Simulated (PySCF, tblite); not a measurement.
**C₃H₇FO₃Si: geometry, infrared bands and NMR shifts**

Aim: predict the infrared bands and NMR shifts of C₃H₇FO₃Si (`O[SiH2]O[C@@H]1C[C@@H](F)O1`).

Programs: tblite 0.8.0 and PySCF 2.14.0, with density-fitted response routines of our own. Each step states its level of theory. These are calculated values for one molecule in the gas phase, unless marked as measured. Atoms are numbered from 0 throughout.

## (1) The molecule as given

15 atoms, charge 0, multiplicity 1; geometry from: force field or distance geometry start.

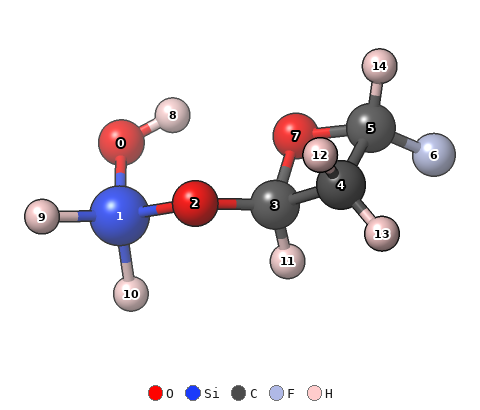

The starting geometry (oxygen red, silicon blue, carbon dark grey, fluorine light blue, hydrogen pink), atoms numbered.

## (2) Geometry optimisation with GFN2-xTB

What the job is given:

```
{"job": {"kind": "relax", "xc": "GFN2-xTB", "basis": "xTB"}, "charge": 0, "multiplicity": 1}
O     -2.712200    -0.512700    -0.134400
Si    -2.118800     0.371700     1.121000
O     -0.663000     1.040400     0.672200
C      0.400900     0.162800     0.321300
C      1.658200     0.831500    -0.212100
C      1.557500    -0.214000    -1.327100
F      2.394100    -1.267400    -1.208100
O      0.212000    -0.540800    -0.925300
H     -2.048400    -0.757900    -0.796200
H     -3.074200     1.429700     1.510600
H     -1.881000    -0.534900     2.278800
H      0.625800    -0.559000     1.139100
H      1.519200     1.866700    -0.544500
H      2.548400     0.758900     0.414200
H      1.577100     0.220600    -2.331400
```

The run is started by

```console
OMP_NUM_THREADS=1 python probes_run.py task.json out
```

One launch serves the whole session: the jobs run in the order shown.

Standard output:

```text
step      E/eV     max force
  0    -782.03019    1.794
  1    -782.16058    0.753
  2    -782.21036    0.540
  3    -782.22968    0.407
  4    -782.24739    0.343
  5    -782.25649    0.313
  6    -782.27174    0.291
  7    -782.28196    0.256
  8    -782.29019    0.248
  9    -782.29638    0.199
 10    -782.30275    0.208
 11    -782.30857    0.210
 12    -782.31323    0.154
 13    -782.31652    0.170
 14    -782.31930    0.155
 15    -782.32181    0.165
 16    -782.32394    0.148
 17    -782.32586    0.117
 18    -782.32776    0.145
 19    -782.32974    0.134
 20    -782.33200    0.139
 21    -782.33472    0.171
 22    -782.33784    0.192
 23    -782.34088    0.154
 24    -782.34351    0.149
 25    -782.34613    0.156
 26    -782.34904    0.160
 27    -782.35181    0.146
 28    -782.35383    0.108
 29    -782.35515    0.083
 30    -782.35629    0.112
 31    -782.35769    0.139
 32    -782.35927    0.104
 33    -782.36060    0.072
 34    -782.36149    0.070
 35    -782.36215    0.089
 36    -782.36271    0.073
 37    -782.36319    0.055
 38    -782.36357    0.053
 39    -782.36387    0.051
 40    -782.36419    0.050
 41    -782.36461    0.064
 42    -782.36518    0.066
 43    -782.36589    0.071
 44    -782.36653    0.077
 45    -782.36709    0.058
 46    -782.36756    0.062
 47    -782.36802    0.059
 48    -782.36849    0.052
 49    -782.36899    0.057
 50    -782.36954    0.055
 51    -782.37016    0.077
 52    -782.37086    0.087
 53    -782.37161    0.077
 54    -782.37236    0.086
 55    -782.37313    0.073
 56    -782.37381    0.068
 57    -782.37442    0.063
 58    -782.37482    0.048
 59    -782.37522    0.057
 60    -782.37561    0.063
 61    -782.37596    0.048
 62    -782.37616    0.038
 63    -782.37626    0.033
 64    -782.37633    0.027
 65    -782.37640    0.020
 66    -782.37646    0.016
 67    -782.37648    0.013
 68    -782.37650    0.010
 69    -782.37650    0.008
```

It took 0.35 s on 1 thread of Arm Neoverse V2, shared host; peak memory 0.18 GiB.

Relaxation path: (not every step is listed)

```
step  energy from step 0 (eV)  largest force (eV/Å)
   0                   0.0000                1.7942
   1                  -0.1304                0.7531
   2                  -0.1802                0.5401
   3                  -0.1995                0.4066
   4                  -0.2172                0.3426
   5                  -0.2263                0.3130
   6                  -0.2416                0.2906
   7                  -0.2518                0.2556
   8                  -0.2600                0.2485
  13                  -0.2863                0.1705
  18                  -0.2976                0.1449
  23                  -0.3107                0.1539
  28                  -0.3236                0.1080
  33                  -0.3304                0.0717
  38                  -0.3334                0.0527
  43                  -0.3357                0.0708
  48                  -0.3383                0.0521
  53                  -0.3414                0.0774
  58                  -0.3446                0.0480
  63                  -0.3461                0.0329
  64                  -0.3461                0.0266
  65                  -0.3462                0.0201
  66                  -0.3463                0.0156
  67                  -0.3463                0.0132
  68                  -0.3463                0.0097
  69                  -0.3463                0.0075
```

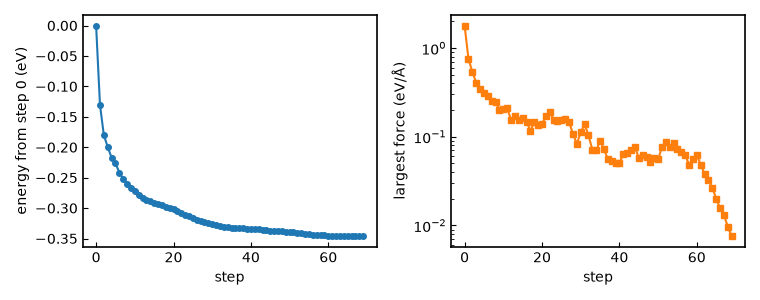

Energy and largest force along the relaxation.

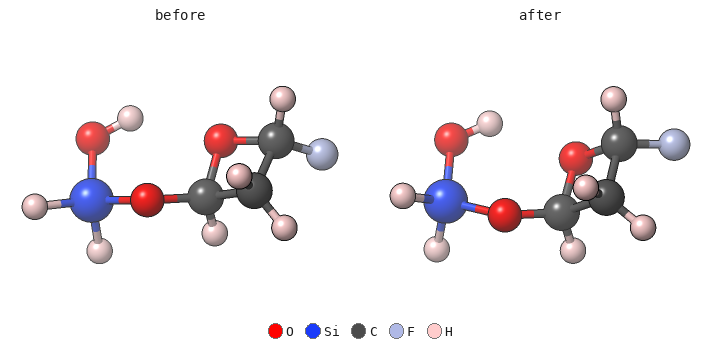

The geometry before (left) and after (right).

Distances of close pairs at the start and the end, largest changes first:

```
   bond  before (Å)  after (Å)  change (Å)
  O2–C3       1.423      1.352      -0.071
  C5–O7       1.442      1.398      -0.044
 O0–Si1       1.646      1.617      -0.029
Si1–H10       1.490      1.461      -0.028
 Si1–H9       1.478      1.450      -0.028
  C3–C4       1.521      1.539      +0.018
  C5–F6       1.350      1.367      +0.017
 C3–H11       1.114      1.100      -0.014
```

The end geometry stands in the next job.

## (3) Harmonic vibrations with GFN2-xTB

What the job is given:

```
{"job": {"kind": "ir", "xc": "GFN2-xTB", "basis": "xTB"}, "charge": 0, "multiplicity": 1}
O     -2.592452    -0.504790    -0.256299
Si    -2.108889     0.350788     1.027543
O     -0.538858     0.847434     0.886990
C      0.519285     0.078715     0.544652
C      1.659464     0.829769    -0.165373
C      1.358526    -0.122744    -1.318029
F      2.363279    -1.020085    -1.551780
O      0.295399    -0.723088    -0.637230
H     -1.935592    -0.925377    -0.811918
H     -2.753286     1.649212     1.041127
H     -2.253059    -0.469883     2.228065
H      0.830122    -0.567045     1.378509
H      1.426579     1.871145    -0.361429
H      2.646900     0.716849     0.269800
H      1.078168     0.284848    -2.296541
```

Standard output:

```text
mode    cm-1     km/mol
  1      31.9      2.17
  2      54.8      1.42
  3     100.8      5.23
  4     126.2      3.27
  5     223.2     18.45
  6     285.3    123.25
  7     307.6     22.56
  8     405.5     13.89
  9     443.0      1.09
 10     579.8    133.36
 11     592.7      2.06
 12     616.7     16.59
 13     700.3     44.18
 14     738.4     49.59
 15     774.0     22.75
 16     792.2    188.78
 17     829.9    529.96
 18     877.9     86.06
 19     920.7     80.76
 20     967.7    331.08
 21     978.2      6.89
 22    1028.5     15.50
 23    1058.7    121.10
 24    1091.3    175.02
 25    1110.6      4.57
 26    1183.8    100.92
 27    1197.4      4.60
 28    1229.5     68.31
 29    1254.0    130.80
 30    1299.0     31.04
 31    1322.2     44.51
 32    1419.9     10.20
 33    2260.8    293.83
 34    2374.3    205.16
 35    2864.0     73.58
 36    2919.6     44.57
 37    3046.0      4.80
 38    3057.7      8.57
 39    3601.7     62.23
```

Run time: 0.38 s. Hardware: 1 thread of Arm Neoverse V2, shared host; peak memory 0.18 GiB.

Which atoms move in the most intense modes:

```
cm⁻¹  km/mol                                 atoms
 580   133.4  H9 30 %, H10 24 %, Si1 13 %, O7 13 %
 792   188.8                     H10 49 %, H9 44 %
 830   530.0                      H8 59 %, O0 10 %
 968   331.1                      C3 32 %, O7 30 %
1091   175.0  C5 41 %, F6 11 %, H14 11 %, H12 10 %
1254   130.8            H11 35 %, C3 28 %, O2 13 %
2261   293.8                              H10 96 %
2374   205.2                               H9 96 %
```

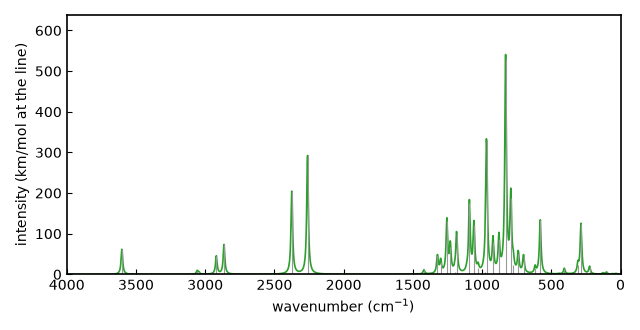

The infrared spectrum from these modes, unscaled. Lines are broadened to a width of 14 cm⁻¹ (Lorentzian).

## (4) NMR shieldings: PBE0/pcSseg-1

Same as in step 3 but for these lines:

```diff
@@ -1,2 +1,2 @@
-{"job": {"kind": "ir", "xc": "GFN2-xTB", "basis": "xTB"}, "charge": 0, "multiplicity": 1}
+{"job": {"kind": "nmr", "xc": "PBE0", "basis": "pcSseg-1"}, "charge": 0, "multiplicity": 1}
 O     -2.592452    -0.504790    -0.256299
```

Method: GIAO PBE0/pcSseg-1 NMR shielding, non-relativistic, gas phase.

Standard output:

```text
coarse grid: 13568 points
cycle   1  E = -732.6408202533  dE =  1.388e+00  |g| = 1.135e+00  |ddm| = 3.456e+00
cycle   2  E = -732.4018081313  dE =  2.390e-01  |g| = 1.636e+00  |ddm| = 1.859e+00
cycle   3  E = -732.8585123727  dE = -4.567e-01  |g| = 7.645e-02  |ddm| = 1.228e+00
cycle   4  E = -732.8594256607  dE = -9.133e-04  |g| = 4.036e-02  |ddm| = 8.666e-02
cycle   5  E = -732.8597505583  dE = -3.249e-04  |g| = 8.946e-03  |ddm| = 3.235e-02
cycle   6  E = -732.8597612560  dE = -1.070e-05  |g| = 4.179e-03  |ddm| = 7.822e-03
cycle   7  E = -732.8597644145  dE = -3.158e-06  |g| = 5.102e-04  |ddm| = 3.076e-03
final grid: 128384 points
cycle   8  E = -732.9439583143  dE = -2.612e-05  |g| = 1.312e-02  |ddm| = 2.331e-02
cycle   9  E = -732.9439253881  dE =  3.293e-05  |g| = 1.912e-02  |ddm| = 1.808e-02
cycle  10  E = -732.9439878180  dE = -6.243e-05  |g| = 8.658e-04  |ddm| = 1.104e-02
cycle  11  E = -732.9439879488  dE = -1.308e-07  |g| = 3.333e-04  |ddm| = 8.230e-04
cycle  12  E = -732.9439879663  dE = -1.749e-08  |g| = 1.053e-04  |ddm| = 2.660e-04
cycle  13  E = -732.9439879681  dE = -1.841e-09  |g| = 2.071e-05  |ddm| = 8.036e-05
cycle  14  E = -732.9439879682  dE = -7.003e-11  |g| = 6.728e-06  |ddm| = 1.923e-05
converged SCF energy = -732.9439879682

GIAO shielding tensors (ppm)
atom      isotropic    diamagn.    paramagn.     s11        s22        s33       span
  0 O      290.282     391.816    -101.534    237.123    290.199    343.524    106.401
  1 Si     377.559     880.440    -502.881    358.387    381.678    392.613     34.226
  2 O      211.861     399.553    -187.692    154.980    177.923    302.682    147.702
  3 C       84.801     241.839    -157.038     61.520     87.494    105.388     43.868
  4 C      142.117     255.675    -113.558    124.865    131.470    170.017     45.152
  5 C       72.809     241.956    -169.146     48.961     72.878     96.589     47.628
  6 F      299.527     469.629    -170.102    224.125    320.373    354.083    129.958
  7 O      170.440     402.595    -232.155    116.910    138.226    256.185    139.274
  8 H       28.935      33.935      -5.001     19.139     25.989     41.676     22.537
  9 H       26.899      29.326      -2.428     23.414     24.584     32.697      9.283
 10 H       26.496      29.280      -2.784     23.122     24.275     32.092      8.970
 11 H       25.265      30.496      -5.231     21.345     26.442     28.007      6.662
 12 H       28.888      30.947      -2.059     26.109     28.214     32.341      6.232
 13 H       28.750      29.876      -1.125     25.857     27.465     32.929      7.072
 14 H       25.305      28.945      -3.640     20.963     26.540     28.410      7.447
```

It took 30 s on 1 thread of Arm Neoverse V2, shared host; peak memory 0.81 GiB.

Shifts follow as δ = σ(reference) − σ, with reference shieldings (ppm) from runs at the same level and on the same kind of geometry: 1H TMS 31.72, 13C TMS 186.9, 29Si TMS 349.2, 19F CFCl3 170.9, 17O H2O 336.1. The references are single molecules in the gas phase, so shifts against H2O, NH3, PH3, H3PO4 or CFCl3 are not on the usual liquid scales and can be off by tens of ppm.

```
atoms                                    environment  σ (ppm)  δ (ppm)  δ scaled to CDCl3
   C5                       sp3 CH bonded to F and O     72.8    114.1              109.5
   C3                 sp3 carbon bearing two oxygens     84.8    102.1               97.8
   C4                              sp3 CH2 in a ring    142.1     44.8               41.8
  H11  hydrogen on an sp3 carbon bearing two oxygens    25.26     6.45               6.19
  H14        hydrogen on an sp3 CH bonded to F and O    25.30     6.41               6.15
  H10            hydrogen on a silicon bonded to 2 O    26.50     5.22                  –
   H9            hydrogen on a silicon bonded to 2 O    26.90     4.82                  –
  H13               hydrogen on an sp3 CH2 in a ring    28.75     2.97               2.90
  H12               hydrogen on an sp3 CH2 in a ring    28.89     2.83               2.77
   H8             hydrogen on an oxygen bonded to Si    28.93     2.78                  –
   O7                                   ether oxygen    170.4    165.6                  –
   O2                         oxygen bonded to C, Si    211.9    124.2                  –
   O0                         oxygen bonded to Si, H    290.3     45.8                  –
  Si1                     silicon bonded to 2 O, 2 H    377.6    -28.4                  –
   F6                      fluorine on an sp3 carbon    299.5   -128.6                  –
```

The scaled column applies a straight-line fit of computed shieldings to shifts measured in CDCl3, and one for carbons that bear F (root-mean-square error 0.16 ppm for H, 1.9 ppm for C).

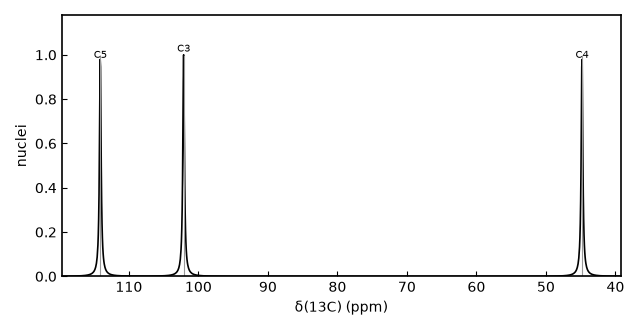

13C lines at the computed shifts, without couplings. Lines are broadened to a width of 0.28 ppm (Lorentzian).

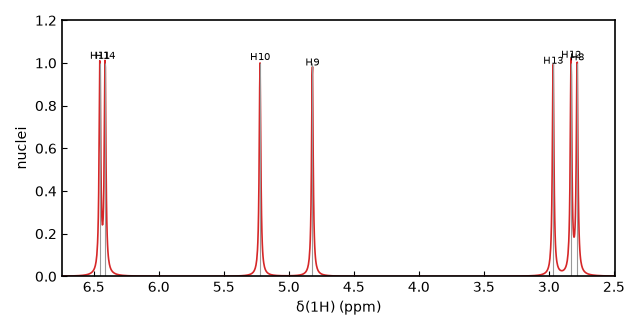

1H lines at the computed shifts, without couplings. Lines are broadened to a width of 0.01 ppm (Lorentzian).

Charges from the same density, by scheme (e):

```
atoms  Mulliken    IAO  Hirshfeld  ESP fit
   O0     -0.56  -0.80      -0.32    -0.69
  Si1      0.99   1.22       0.46     0.88
   O2     -0.61  -0.62      -0.22    -0.60
   C3      0.38   0.28       0.12     0.69
   C4     -0.27  -0.33      -0.09    -0.61
   C5      0.45   0.37       0.13     0.59
   F6     -0.31  -0.32      -0.12    -0.29
   O7     -0.52  -0.43      -0.15    -0.51
```

ESP fit charges:

O0 -0.69; Si1 0.88; O2 -0.60; C3 0.69; C4 -0.61; C5 0.59; F6 -0.29; O7 -0.51; H8 0.42; H9 -0.13; H10 -0.16; H11 0.00; H12 0.19; H13 0.19; H14 0.03

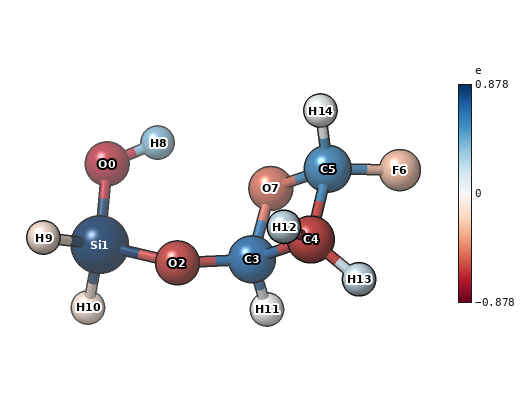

ESP fit charges, as colours on the atoms.

Mayer bond orders: O0–Si1 1.08, Si1–O2 0.90, O2–C3 0.98, C3–C4 1.02, C4–C5 1.03, C5–F6 0.94, C5–O7 0.98, O7–C3 0.90.

Ring of atoms C3, C4, C5, O7: NICS(0) -0.7, NICS(1) 0.2, NICS(1)zz 4.1 ppm (means of both faces).

The fields below are evaluated on a grid from the run's orbitals.

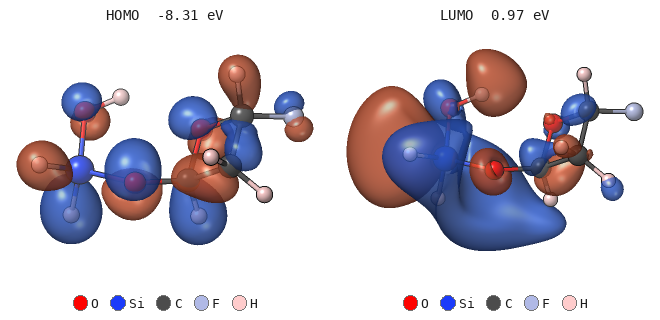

Frontier orbitals at PBE0/pcSseg-1; each surface holds 70 % of the orbital's density, blue and red mark the sign.

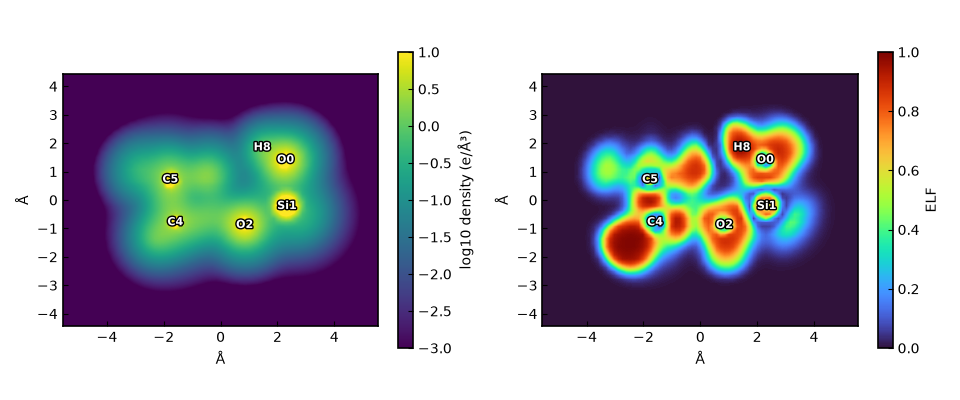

Density (left) and ELF (right) in a plane through or near 6 of the atoms.

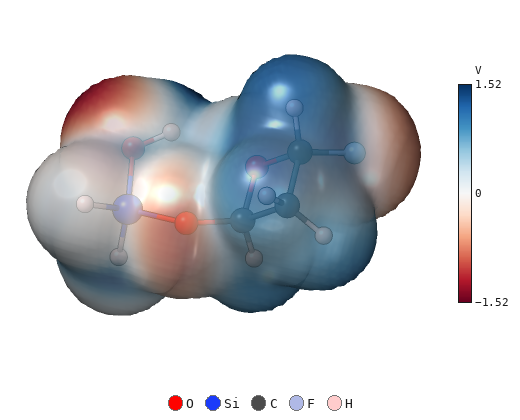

Electrostatic potential on the surface of density 0.002 e/bohr³; red is low, blue high. It runs from -1.34 V near O0 to 1.52 V near H8.

## (5) Summary of results

| quantity | value |
| --- | --- |
| strongest single infrared mode (GFN2-xTB) | 830 cm⁻¹, 530 km/mol |
| zero-point energy (GFN2-xTB) | 63.9 kcal/mol |
| 13C shifts against TMS (PBE0/pcSseg-1) | 114.1, 102.1, 44.8 ppm |
| 1H shifts against TMS (PBE0/pcSseg-1) | 6.45, 6.41, 5.22, 4.82, 2.97, 2.83, 2.78 ppm |
| 17O shifts against H2O (PBE0/pcSseg-1) | 165.6, 124.2, 45.8 ppm |
| 29Si shifts against TMS (PBE0/pcSseg-1) | -28.4 ppm |
| 19F shifts against CFCl3 (PBE0/pcSseg-1) | -128.6 ppm |
| surface potential, least and greatest | -1.34 V and 1.52 V |

**Reading.** Relaxing lowered the energy by 0.346 eV in 69 steps; the close pair that moved most is O2–C3, from 1.423 to 1.352 Å. No mode is imaginary among the 39: a minimum at this level. The strongest single mode, at 830 cm⁻¹, moves mainly H8. Unscaled tight-binding wavenumbers are off by several per cent, some by more. Its intensities can rank the bands wrongly. H11 (hydrogen on an sp3 carbon bearing two oxygens) lies farthest downfield among hydrogen, at 6.45 ppm; its carbon carries O, an electronegative neighbour. At PBE0/pcSseg-1: The widest tensor belongs to O2: span 148 ppm, with a paramagnetic part of -188 ppm.
